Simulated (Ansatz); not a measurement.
**Run report: BNH$_{6}$SO, molecular dynamics (part 1 of 5)**

System: BNH$_{6}$SO.
Method: RKS PBE0-D4/6-31G* (Ansatz 0.2.0).

It belongs to a series of runs on one base structure; here: dynamics from the highest image of the converged band. Figures and captions count atoms from 1; the log counts them from 0 in places.

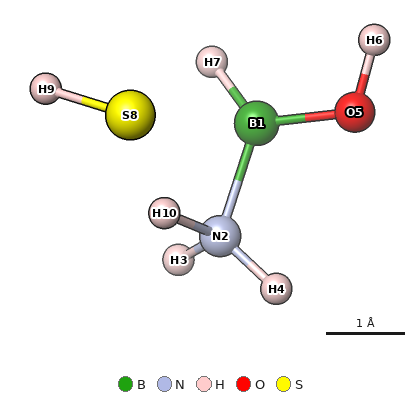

Figure 1. The starting structure (ball-and-stick view, seen at a tilt; atoms are numbered from 1 in the order of the input). Bond lengths as drawn: B–H 1.20 Å, B–N 1.52 Å, B–O 1.36 Å, H–N 1.02 to 1.26 Å, H–O 0.96 Å and H–S 1.35 Å.

Results in brief

| quantity | value |
| --- | --- |
| outcome | finished |
| mean temperature over the second half | 649 K |
| trajectory | 200 steps, 100 fs |
| ensemble | nve |
| temperature in the input | 300.0 K |
| time step | 0.5 fs |
| potential energy (last step) | −15138.8178 eV |
| mean-field energy (last step) | −15138.6701 eV |
| largest force (length of the vector) (last step) | 3.893 eV/Å |
| hardware | 1 thread of Arm Neoverse V1, 24 GiB of memory available, shared host |
| wall time | 11 min |
| peak memory | 0.14 GiB |

Remarks

So short a trajectory is not equilibrated.

Input
```yaml
crystal:
  periodic: [false, false, false]
  atoms:
    - { symbol: B, position_ang: [0.04631, -0.094955, 0.299141] }
    - { symbol: "N", position_ang: [-0.019085, 0.077703, 1.810724] }
    - { symbol: H, position_ang: [-0.809082, -0.341673, 2.291138] }
    - { symbol: H, position_ang: [0.853942, -0.122596, 2.293865] }
    - { symbol: O, position_ang: [1.305753, -0.334126, -0.152138] }
    - { symbol: H, position_ang: [1.335719, -0.369167, -1.114973] }
    - { symbol: H, position_ang: [-0.964304, -0.347797, -0.287143] }
    - { symbol: S, position_ang: [-0.263639, 2.487738, 0.371154] }
    - { symbol: H, position_ang: [-1.61138, 2.455426, 0.336886] }
    - { symbol: H, position_ang: [-0.161935, 1.311746, 1.59225] }
basis:
  gaussian: { orbitals: "6-31G*" }
hamiltonian:
  xc: pbe0
  dispersion: d4
md:
  timestep: 0.5
  n_steps: 200
  ensemble: nve
  temperature: 300.0
  initial_velocities: maxwell_boltzmann
  seed: 11855
```

Launched with:
```bash
ansatz run input.yaml --threads 1 --pin off --max-ram 2048MiB --backend cpu --events-out ev --progress --plain --runs-dir out
```

What the program printed
```
Engine: ansatz 0.2.0, aarch64-unknown-linux-gnu
Functional definition: PBE0
  parameter a = 0.25
  parameter kappa = 0.804
  parameter beta = 0.06672455060314922
  exchange = (1 - a)*pbe_x(kappa = kappa, mu = beta*pi^2/3) + a*exact_x
  correlation = pbe_c(beta = beta)
839 factors; integrals over basis functions are off by at most 6.8e-4 eV
mean field evaluation 1: about -15132.8930 eV, gradient 5.4e1 eV
mean field evaluation 2: about -15128.9697 eV, gradient 7.1e1 eV
mean field evaluation 4: about -15138.2273 eV, gradient 1.9e0 eV
mean field evaluation 8: about -15138.2490 eV, gradient 1.8e-1 eV
mean field evaluation 16: about -15138.2491 eV, gradient 1.2e-5 eV
mean field -15138.24910596 eV, -556.3203935701 hartree, gradient 1.2e-5 eV, S^2 0.000000; 0 other end points of the search recorded, 0 dependent functions left out
the calculation of the forces begins
reference -15138.24912733 eV, -556.3203943558 hartree; 21, 21 occupied and 55, 55 virtual orbitals, 839 factors
md step     0: t =     0.00 fs  T =   300.0 K  F+E_penalty+E_count = -15138.39481451 eV  E_kin = 0.310224 eV  conserved = -15138.08459051 eV  (27 SCF iters)
these checks for a lower state are left out or cut short: starts, cluster_reference, orbital_swaps, neighbouring_geometries, increment
839 factors; integrals over basis functions are off by at most 6.6e-4 eV
mean field -15138.24081574 eV, -556.3200889104 hartree, gradient 9.9e-6 eV, S^2 0.000000; 0 other end points of the search recorded, 0 dependent functions left out
the calculation of the forces begins
reference -15138.24083701 eV, -556.3200896921 hartree; 21, 21 occupied and 55, 55 virtual orbitals, 839 factors
md step     1: t =     0.50 fs  T =   292.3 K  F+E_penalty+E_count = -15138.38663036 eV  E_kin = 0.302211 eV  conserved = -15138.08441920 eV  (29 SCF iters, 3 dispersion substeps)
[... from here on the SCF iterations and repeated set-up lines of each step are left out, up to the last step ...]
md step     2: t =     1.00 fs  T =   271.3 K  F+E_penalty+E_count = -15138.36457678 eV  E_kin = 0.280567 eV  conserved = -15138.08401020 eV  (29 SCF iters, 3 dispersion substeps)
md step     3: t =     1.50 fs  T =   243.2 K  F+E_penalty+E_count = -15138.33496080 eV  E_kin = 0.251457 eV  conserved = -15138.08350381 eV  (29 SCF iters, 3 dispersion substeps)
md step     4: t =     2.00 fs  T =   215.2 K  F+E_penalty+E_count = -15138.30562311 eV  E_kin = 0.222547 eV  conserved = -15138.08307632 eV  (29 SCF iters, 3 dispersion substeps)
md step     5: t =     2.50 fs  T =   193.7 K  F+E_penalty+E_count = -15138.28321731 eV  E_kin = 0.200351 eV  conserved = -15138.08286605 eV  (29 SCF iters, 3 dispersion substeps)
md step     6: t =     3.00 fs  T =   182.0 K  F+E_penalty+E_count = -15138.27107794 eV  E_kin = 0.188165 eV  conserved = -15138.08291287 eV  (29 SCF iters, 3 dispersion substeps)
md step     7: t =     3.50 fs  T =   179.3 K  F+E_penalty+E_count = -15138.26858770 eV  E_kin = 0.185438 eV  conserved = -15138.08314978 eV  (31 SCF iters, 3 dispersion substeps)
md step     8: t =     4.00 fs  T =   182.5 K  F+E_penalty+E_count = -15138.27217632 eV  E_kin = 0.188726 eV  conserved = -15138.08345007 eV  (30 SCF iters, 3 dispersion substeps)
md step     9: t =     4.50 fs  T =   187.2 K  F+E_penalty+E_count = -15138.27725115 eV  E_kin = 0.193557 eV  conserved = -15138.08369446 eV  (30 SCF iters, 3 dispersion substeps)
md step    10: t =     5.00 fs  T =   189.8 K  F+E_penalty+E_count = -15138.28004475 eV  E_kin = 0.196227 eV  conserved = -15138.08381810 eV  (30 SCF iters, 3 dispersion substeps)
md step    11: t =     5.50 fs  T =   188.4 K  F+E_penalty+E_count = -15138.27864684 eV  E_kin = 0.194825 eV  conserved = -15138.08382164 eV  (30 SCF iters, 3 dispersion substeps)
md step    12: t =     6.00 fs  T =   183.0 K  F+E_penalty+E_count = -15138.27303306 eV  E_kin = 0.189282 eV  conserved = -15138.08375140 eV  (30 SCF iters, 3 dispersion substeps)
md step    13: t =     6.50 fs  T =   174.8 K  F+E_penalty+E_count = -15138.26437683 eV  E_kin = 0.180712 eV  conserved = -15138.08366445 eV  (31 SCF iters, 3 dispersion substeps)
md step    14: t =     7.00 fs  T =   165.0 K  F+E_penalty+E_count = -15138.25417700 eV  E_kin = 0.170582 eV  conserved = -15138.08359485 eV  (30 SCF iters, 3 dispersion substeps)
md step    15: t =     7.50 fs  T =   154.9 K  F+E_penalty+E_count = -15138.24371613 eV  E_kin = 0.160177 eV  conserved = -15138.08353900 eV  (30 SCF iters, 3 dispersion substeps)
md step    16: t =     8.00 fs  T =   145.6 K  F+E_penalty+E_count = -15138.23407897 eV  E_kin = 0.150610 eV  conserved = -15138.08346857 eV  (30 SCF iters, 3 dispersion substeps)
md step    17: t =     8.50 fs  T =   138.5 K  F+E_penalty+E_count = -15138.22654211 eV  E_kin = 0.143179 eV  conserved = -15138.08336298 eV  (30 SCF iters, 3 dispersion substeps)
md step    18: t =     9.00 fs  T =   135.0 K  F+E_penalty+E_count = -15138.22286072 eV  E_kin = 0.139625 eV  conserved = -15138.08323616 eV  (27 SCF iters, 3 dispersion substeps)
md step    19: t =     9.50 fs  T =   137.2 K  F+E_penalty+E_count = -15138.22505742 eV  E_kin = 0.141921 eV  conserved = -15138.08313651 eV  (30 SCF iters, 3 dispersion substeps)
md step    20: t =    10.00 fs  T =   146.6 K  F+E_penalty+E_count = -15138.23469483 eV  E_kin = 0.151571 eV  conserved = -15138.08312352 eV  (31 SCF iters, 3 dispersion substeps)
md step    21: t =    10.50 fs  T =   163.2 K  F+E_penalty+E_count = -15138.25196912 eV  E_kin = 0.168730 eV  conserved = -15138.08323867 eV  (31 SCF iters, 3 dispersion substeps)
md step    22: t =    11.00 fs  T =   185.3 K  F+E_penalty+E_count = -15138.27506518 eV  E_kin = 0.191580 eV  conserved = -15138.08348510 eV  (30 SCF iters, 3 dispersion substeps)
md step    23: t =    11.50 fs  T =   209.2 K  F+E_penalty+E_count = -15138.30010385 eV  E_kin = 0.216286 eV  conserved = -15138.08381818 eV  (31 SCF iters, 3 dispersion substeps)
md step    24: t =    12.00 fs  T =   229.9 K  F+E_penalty+E_count = -15138.32184710 eV  E_kin = 0.237699 eV  conserved = -15138.08414780 eV  (30 SCF iters, 3 dispersion substeps)
md step    25: t =    12.50 fs  T =   242.5 K  F+E_penalty+E_count = -15138.33511229 eV  E_kin = 0.250749 eV  conserved = -15138.08436281 eV  (31 SCF iters, 3 dispersion substeps)
md step    26: t =    13.00 fs  T =   243.8 K  F+E_penalty+E_count = -15138.33651342 eV  E_kin = 0.252141 eV  conserved = -15138.08437222 eV  (30 SCF iters, 3 dispersion substeps)
md step    27: t =    13.50 fs  T =   233.8 K  F+E_penalty+E_count = -15138.32587348 eV  E_kin = 0.241725 eV  conserved = -15138.08414825 eV  (31 SCF iters, 3 dispersion substeps)
md step    28: t =    14.00 fs  T =   215.6 K  F+E_penalty+E_count = -15138.30666405 eV  E_kin = 0.222922 eV  conserved = -15138.08374227 eV  (31 SCF iters, 3 dispersion substeps)
md step    29: t =    14.50 fs  T =   195.3 K  F+E_penalty+E_count = -15138.28520493 eV  E_kin = 0.201933 eV  conserved = -15138.08327188 eV  (30 SCF iters, 3 dispersion substeps)
md step    30: t =    15.00 fs  T =   179.8 K  F+E_penalty+E_count = -15138.26883891 eV  E_kin = 0.185959 eV  conserved = -15138.08287986 eV  (30 SCF iters, 3 dispersion substeps)
md step    31: t =    15.50 fs  T =   175.0 K  F+E_penalty+E_count = -15138.26370088 eV  E_kin = 0.181015 eV  conserved = -15138.08268540 eV  (30 SCF iters, 3 dispersion substeps)
md step    32: t =    16.00 fs  T =   183.8 K  F+E_penalty+E_count = -15138.27285176 eV  E_kin = 0.190109 eV  conserved = -15138.08274281 eV  (30 SCF iters, 3 dispersion substeps)
md step    33: t =    16.50 fs  T =   205.4 K  F+E_penalty+E_count = -15138.29541529 eV  E_kin = 0.212388 eV  conserved = -15138.08302682 eV  (30 SCF iters, 3 dispersion substeps)
md step    34: t =    17.00 fs  T =   235.5 K  F+E_penalty+E_count = -15138.32695479 eV  E_kin = 0.243506 eV  conserved = -15138.08344873 eV  (30 SCF iters, 3 dispersion substeps)
md step    35: t =    17.50 fs  T =   267.8 K  F+E_penalty+E_count = -15138.36085400 eV  E_kin = 0.276963 eV  conserved = -15138.08389129 eV  (30 SCF iters, 3 dispersion substeps)
md step    36: t =    18.00 fs  T =   295.8 K  F+E_penalty+E_count = -15138.39017060 eV  E_kin = 0.305927 eV  conserved = -15138.08424344 eV  (27 SCF iters, 3 dispersion substeps)
md step    37: t =    18.50 fs  T =   314.3 K  F+E_penalty+E_count = -15138.40942163 eV  E_kin = 0.325001 eV  conserved = -15138.08442017 eV  (30 SCF iters, 3 dispersion substeps)
md step    38: t =    19.00 fs  T =   320.6 K  F+E_penalty+E_count = -15138.41594192 eV  E_kin = 0.331565 eV  conserved = -15138.08437692 eV  (30 SCF iters, 3 dispersion substeps)
md step    39: t =    19.50 fs  T =   315.7 K  F+E_penalty+E_count = -15138.41058568 eV  E_kin = 0.326467 eV  conserved = -15138.08411872 eV  (30 SCF iters, 3 dispersion substeps)
md step    40: t =    20.00 fs  T =   303.5 K  F+E_penalty+E_count = -15138.39759573 eV  E_kin = 0.313884 eV  conserved = -15138.08371128 eV  (30 SCF iters, 3 dispersion substeps)
md step    41: t =    20.50 fs  T =   290.3 K  F+E_penalty+E_count = -15138.38351314 eV  E_kin = 0.300238 eV  conserved = -15138.08327517 eV  (30 SCF iters, 3 dispersion substeps)
md step    42: t =    21.00 fs  T =   282.7 K  F+E_penalty+E_count = -15138.37526487 eV  E_kin = 0.292315 eV  conserved = -15138.08294992 eV  (31 SCF iters, 3 dispersion substeps)
md step    43: t =    21.50 fs  T =   285.4 K  F+E_penalty+E_count = -15138.37799000 eV  E_kin = 0.295150 eV  conserved = -15138.08284030 eV  (30 SCF iters, 3 dispersion substeps)
md step    44: t =    22.00 fs  T =   300.2 K  F+E_penalty+E_count = -15138.39343321 eV  E_kin = 0.310462 eV  conserved = -15138.08297076 eV  (30 SCF iters, 3 dispersion substeps)
md step    45: t =    22.50 fs  T =   325.2 K  F+E_penalty+E_count = -15138.41958055 eV  E_kin = 0.336304 eV  conserved = -15138.08327691 eV  (31 SCF iters, 3 dispersion substeps)
md step    46: t =    23.00 fs  T =   355.9 K  F+E_penalty+E_count = -15138.45165972 eV  E_kin = 0.368023 eV  conserved = -15138.08363667 eV  (30 SCF iters, 3 dispersion substeps)
md step    47: t =    23.50 fs  T =   386.9 K  F+E_penalty+E_count = -15138.48402081 eV  E_kin = 0.400096 eV  conserved = -15138.08392527 eV  (30 SCF iters, 3 dispersion substeps)
md step    48: t =    24.00 fs  T =   413.9 K  F+E_penalty+E_count = -15138.51206981 eV  E_kin = 0.428006 eV  conserved = -15138.08406398 eV  (29 SCF iters, 3 dispersion substeps)
md step    49: t =    24.50 fs  T =   434.7 K  F+E_penalty+E_count = -15138.53350722 eV  E_kin = 0.449467 eV  conserved = -15138.08403982 eV  (29 SCF iters, 3 dispersion substeps)
md step    50: t =    25.00 fs  T =   449.3 K  F+E_penalty+E_count = -15138.54855031 eV  E_kin = 0.464655 eV  conserved = -15138.08389541 eV  (30 SCF iters, 3 dispersion substeps)
md step    51: t =    25.50 fs  T =   459.9 K  F+E_penalty+E_count = -15138.55931442 eV  E_kin = 0.475621 eV  conserved = -15138.08369320 eV  (30 SCF iters, 3 dispersion substeps)
md step    52: t =    26.00 fs  T =   469.4 K  F+E_penalty+E_count = -15138.56884823 eV  E_kin = 0.485358 eV  conserved = -15138.08349055 eV  (29 SCF iters, 3 dispersion substeps)
md step    53: t =    26.50 fs  T =   480.5 K  F+E_penalty+E_count = -15138.58023432 eV  E_kin = 0.496905 eV  conserved = -15138.08332938 eV  (29 SCF iters, 3 dispersion substeps)
md step    54: t =    27.00 fs  T =   495.8 K  F+E_penalty+E_count = -15138.59591714 eV  E_kin = 0.512676 eV  conserved = -15138.08324092 eV  (29 SCF iters, 3 dispersion substeps)
md step    55: t =    27.50 fs  T =   516.4 K  F+E_penalty+E_count = -15138.61723367 eV  E_kin = 0.533992 eV  conserved = -15138.08324201 eV  (26 SCF iters, 3 dispersion substeps)
md step    56: t =    28.00 fs  T =   542.4 K  F+E_penalty+E_count = -15138.64418816 eV  E_kin = 0.560864 eV  conserved = -15138.08332428 eV  (30 SCF iters, 3 dispersion substeps)
md step    57: t =    28.50 fs  T =   572.6 K  F+E_penalty+E_count = -15138.67561024 eV  E_kin = 0.592161 eV  conserved = -15138.08344912 eV  (30 SCF iters, 3 dispersion substeps)
md step    58: t =    29.00 fs  T =   605.5 K  F+E_penalty+E_count = -15138.70974511 eV  E_kin = 0.626182 eV  conserved = -15138.08356262 eV  (29 SCF iters, 3 dispersion substeps)
md step    59: t =    29.50 fs  T =   639.6 K  F+E_penalty+E_count = -15138.74503333 eV  E_kin = 0.661405 eV  conserved = -15138.08362879 eV  (30 SCF iters, 3 dispersion substeps)
md step    60: t =    30.00 fs  T =   674.0 K  F+E_penalty+E_count = -15138.78060235 eV  E_kin = 0.696945 eV  conserved = -15138.08365705 eV  (30 SCF iters, 3 dispersion substeps)
md step    61: t =    30.50 fs  T =   708.2 K  F+E_penalty+E_count = -15138.81608447 eV  E_kin = 0.732383 eV  conserved = -15138.08370109 eV  (30 SCF iters, 3 dispersion substeps)
md step    62: t =    31.00 fs  T =   741.7 K  F+E_penalty+E_count = -15138.85080698 eV  E_kin = 0.766986 eV  conserved = -15138.08382147 eV  (30 SCF iters, 3 dispersion substeps)
md step    63: t =    31.50 fs  T =   772.6 K  F+E_penalty+E_count = -15138.88293034 eV  E_kin = 0.798902 eV  conserved = -15138.08402874 eV  (29 SCF iters, 3 dispersion substeps)
md step    64: t =    32.00 fs  T =   797.9 K  F+E_penalty+E_count = -15138.90935808 eV  E_kin = 0.825107 eV  conserved = -15138.08425138 eV  (28 SCF iters, 3 dispersion substeps)
md step    65: t =    32.50 fs  T =   814.7 K  F+E_penalty+E_count = -15138.92685543 eV  E_kin = 0.842490 eV  conserved = -15138.08436520 eV  (28 SCF iters, 3 dispersion substeps)
md step    66: t =    33.00 fs  T =   821.6 K  F+E_penalty+E_count = -15138.93390633 eV  E_kin = 0.849631 eV  conserved = -15138.08427530 eV  (28 SCF iters, 3 dispersion substeps)
md step    67: t =    33.50 fs  T =   820.2 K  F+E_penalty+E_count = -15138.93210833 eV  E_kin = 0.848122 eV  conserved = -15138.08398634 eV  (28 SCF iters, 3 dispersion substeps)
md step    68: t =    34.00 fs  T =   814.7 K  F+E_penalty+E_count = -15138.92606932 eV  E_kin = 0.842460 eV  conserved = -15138.08360915 eV  (28 SCF iters, 3 dispersion substeps)
md step    69: t =    34.50 fs  T =   810.8 K  F+E_penalty+E_count = -15138.92171506 eV  E_kin = 0.838414 eV  conserved = -15138.08330093 eV  (28 SCF iters, 3 dispersion substeps)
md step    70: t =    35.00 fs  T =   813.0 K  F+E_penalty+E_count = -15138.92388737 eV  E_kin = 0.840700 eV  conserved = -15138.08318701 eV  (28 SCF iters, 3 dispersion substeps)
md step    71: t =    35.50 fs  T =   823.1 K  F+E_penalty+E_count = -15138.93441900 eV  E_kin = 0.851111 eV  conserved = -15138.08330818 eV  (29 SCF iters, 3 dispersion substeps)
md step    72: t =    36.00 fs  T =   839.3 K  F+E_penalty+E_count = -15138.95148437 eV  E_kin = 0.867868 eV  conserved = -15138.08361622 eV  (29 SCF iters, 3 dispersion substeps)
md step    73: t =    36.50 fs  T =   857.1 K  F+E_penalty+E_count = -15138.97032638 eV  E_kin = 0.886323 eV  conserved = -15138.08400380 eV  (27 SCF iters, 3 dispersion substeps)
md step    74: t =    37.00 fs  T =   870.9 K  F+E_penalty+E_count = -15138.98491974 eV  E_kin = 0.900573 eV  conserved = -15138.08434636 eV  (30 SCF iters, 3 dispersion substeps)
md step    75: t =    37.50 fs  T =   875.5 K  F+E_penalty+E_count = -15138.98992585 eV  E_kin = 0.905388 eV  conserved = -15138.08453796 eV  (29 SCF iters, 3 dispersion substeps)
md step    76: t =    38.00 fs  T =   868.3 K  F+E_penalty+E_count = -15138.98236389 eV  E_kin = 0.897846 eV  conserved = -15138.08451831 eV  (29 SCF iters, 3 dispersion substeps)
md step    77: t =    38.50 fs  T =   849.3 K  F+E_penalty+E_count = -15138.96257790 eV  E_kin = 0.878293 eV  conserved = -15138.08428503 eV  (29 SCF iters, 3 dispersion substeps)
md step    78: t =    39.00 fs  T =   822.3 K  F+E_penalty+E_count = -15138.93426130 eV  E_kin = 0.850360 eV  conserved = -15138.08390134 eV  (29 SCF iters, 3 dispersion substeps)
md step    79: t =    39.50 fs  T =   792.9 K  F+E_penalty+E_count = -15138.90345499 eV  E_kin = 0.819970 eV  conserved = -15138.08348520 eV  (29 SCF iters, 3 dispersion substeps)
md step    80: t =    40.00 fs  T =   767.4 K  F+E_penalty+E_count = -15138.87669615 eV  E_kin = 0.793519 eV  conserved = -15138.08317696 eV  (29 SCF iters, 3 dispersion substeps)
md step    81: t =    40.50 fs  T =   750.2 K  F+E_penalty+E_count = -15138.85883807 eV  E_kin = 0.775752 eV  conserved = -15138.08308585 eV  (28 SCF iters, 3 dispersion substeps)
md step    82: t =    41.00 fs  T =   742.8 K  F+E_penalty+E_count = -15138.85138413 eV  E_kin = 0.768153 eV  conserved = -15138.08323138 eV  (28 SCF iters, 3 dispersion substeps)
md step    83: t =    41.50 fs  T =   743.3 K  F+E_penalty+E_count = -15138.85220020 eV  E_kin = 0.768677 eV  conserved = -15138.08352307 eV  (28 SCF iters, 3 dispersion substeps)
md step    84: t =    42.00 fs  T =   747.6 K  F+E_penalty+E_count = -15138.85687567 eV  E_kin = 0.773065 eV  conserved = -15138.08381034 eV  (29 SCF iters, 3 dispersion substeps)
md step    85: t =    42.50 fs  T =   751.4 K  F+E_penalty+E_count = -15138.86098656 eV  E_kin = 0.777012 eV  conserved = -15138.08397494 eV  (29 SCF iters, 3 dispersion substeps)
md step    86: t =    43.00 fs  T =   752.3 K  F+E_penalty+E_count = -15138.86189798 eV  E_kin = 0.777903 eV  conserved = -15138.08399511 eV  (29 SCF iters, 3 dispersion substeps)
md step    87: t =    43.50 fs  T =   749.7 K  F+E_penalty+E_count = -15138.85916110 eV  E_kin = 0.775229 eV  conserved = -15138.08393209 eV  (29 SCF iters, 3 dispersion substeps)
md step    88: t =    44.00 fs  T =   744.4 K  F+E_penalty+E_count = -15138.85366930 eV  E_kin = 0.769804 eV  conserved = -15138.08386495 eV  (29 SCF iters, 3 dispersion substeps)
md step    89: t =    44.50 fs  T =   737.5 K  F+E_penalty+E_count = -15138.84650712 eV  E_kin = 0.762673 eV  conserved = -15138.08383376 eV  (29 SCF iters, 3 dispersion substeps)
md step    90: t =    45.00 fs  T =   729.6 K  F+E_penalty+E_count = -15138.83831511 eV  E_kin = 0.754483 eV  conserved = -15138.08383231 eV  (30 SCF iters, 3 dispersion substeps)
md step    91: t =    45.50 fs  T =   720.9 K  F+E_penalty+E_count = -15138.82933424 eV  E_kin = 0.745503 eV  conserved = -15138.08383094 eV  (29 SCF iters, 3 dispersion substeps)
md step    92: t =    46.00 fs  T =   711.8 K  F+E_penalty+E_count = -15138.81981090 eV  E_kin = 0.736007 eV  conserved = -15138.08380411 eV  (26 SCF iters, 3 dispersion substeps)
md step    93: t =    46.50 fs  T =   702.7 K  F+E_penalty+E_count = -15138.81036926 eV  E_kin = 0.726627 eV  conserved = -15138.08374207 eV  (30 SCF iters, 3 dispersion substeps)
md step    94: t =    47.00 fs  T =   694.8 K  F+E_penalty+E_count = -15138.80214389 eV  E_kin = 0.718490 eV  conserved = -15138.08365397 eV  (29 SCF iters, 3 dispersion substeps)
md step    95: t =    47.50 fs  T =   689.6 K  F+E_penalty+E_count = -15138.79662770 eV  E_kin = 0.713063 eV  conserved = -15138.08356444 eV  (30 SCF iters, 3 dispersion substeps)
md step    96: t =    48.00 fs  T =   688.3 K  F+E_penalty+E_count = -15138.79529368 eV  E_kin = 0.711790 eV  conserved = -15138.08350358 eV  (29 SCF iters, 3 dispersion substeps)
md step    97: t =    48.50 fs  T =   692.0 K  F+E_penalty+E_count = -15138.79912364 eV  E_kin = 0.715625 eV  conserved = -15138.08349820 eV  (29 SCF iters, 3 dispersion substeps)
md step    98: t =    49.00 fs  T =   700.7 K  F+E_penalty+E_count = -15138.80818601 eV  E_kin = 0.724621 eV  conserved = -15138.08356503 eV  (29 SCF iters, 3 dispersion substeps)
md step    99: t =    49.50 fs  T =   713.3 K  F+E_penalty+E_count = -15138.82135774 eV  E_kin = 0.737648 eV  conserved = -15138.08371011 eV  (29 SCF iters, 3 dispersion substeps)
```
